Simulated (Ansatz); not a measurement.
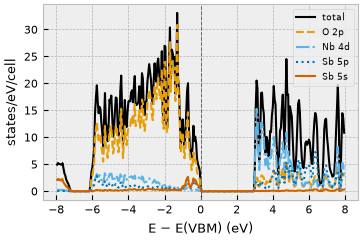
Figure: Total and projected density of states of NbSbO4 in space group Pna2_1 (No. 33; Pearson symbol oP24), r²SCAN (plane waves, PAW; program Ansatz)

Problem. Which orbitals carry the states next to the gap?

Solution. Top 1 eV of the valence band: O 2p 69 %, Sb 5s 15 %, Sb 5p 10 %. Bottom 1 eV of the conduction band: Nb 4d 68 %, O 2p 16 %, Sb 5p 11 %. Projections are on Löwdin-orthogonalised atomic valence shells; empty p or d shells of many metals are not among them.

Problem. Where is the tallest occupied peak in this window, and what makes it?

Solution. Near -1.3 eV, about 33 states/eV per cell; the largest projected share is O 2p.

The first step of the workflow began from a Materials Project structure, measured or hypothetical; the Crystallography Open Database files this formula in space group No. 33, but the cells were not matched. Its standing as an ambient phase is unchecked. The r²SCAN relaxation kept the symmetry of its start; its stability against distortions is not shown here. The run is not spin-polarised. Spin–orbit coupling is left out wherever it is not named.

Potentials: the earlier of the program's two PAW sets.
